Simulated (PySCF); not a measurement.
Consider CH8GeSSi.

Input

```
{"job": {"kind": "uv", "xc": "CAM-B3LYP", "basis": "def2-SVPD", "nstates": 8, "ntriplets": 3}, "charge": 0, "multiplicity": 1}
C     -1.705238     0.542608     0.305217
Si    -0.864270    -1.071195    -0.225702
S      0.959904    -0.637864    -1.315431
Ge     2.126586     0.379625     0.234000
H     -1.123777     1.060106     1.066131
H     -2.691579     0.349387     0.715878
H     -1.821800     1.219469    -0.538056
H     -0.507360    -1.890211     0.934214
H     -1.625606    -1.817417    -1.218437
H      3.494484     0.618071    -0.323768
H      1.524578     1.703009     0.623674
H      2.235276    -0.456273     1.480974
```

Launched as:

```sh
OMP_NUM_THREADS=1 python probes_run.py task.json out
```

Geometry: GFN2-xTB.

All numbers below come from PySCF, CAM-B3LYP/def2-SVPD, SCF density, gas phase.

**What will maps of the electron density and electron localisation function show?**

Si–S (2.17 Å): ρ is about 0.78 e/Å³ halfway; the ELF peaks at about 0.90 between the atoms (a covalent bond).
Ge–S (2.19 Å): ρ at the midpoint is about 0.75 e/Å³; the ELF peaks at about 0.85 in the valence shell of S, 0.9 Å from its nucleus, and is about 0.75 at the midpoint.
Si–H (1.46 Å): ρ at the midpoint is about 0.81 e/Å³; the ELF climbs to about 1 towards the hydrogen, as it does in any bond to H.
Ge–H (1.50 Å): the density is about 1.2 e/Å³ at the midpoint; the ELF climbs to about 1 towards the hydrogen.

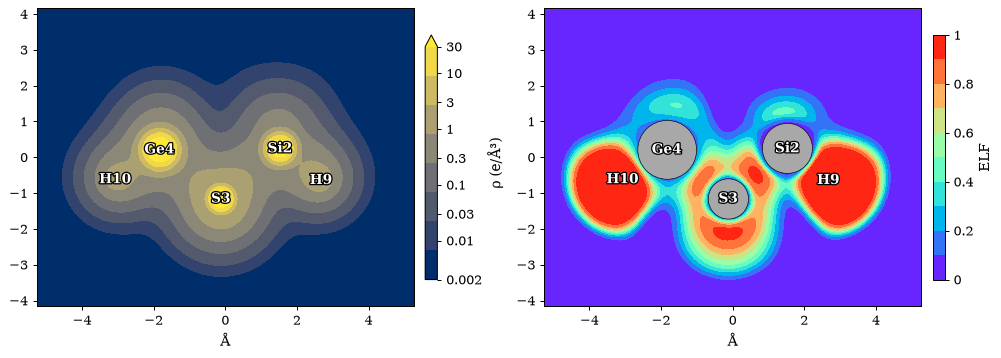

Computed electron density and electron localisation function on the plane of atoms Si2, S3 and Ge4, in this order. Grey discs cover the atomic cores in the ELF map. 
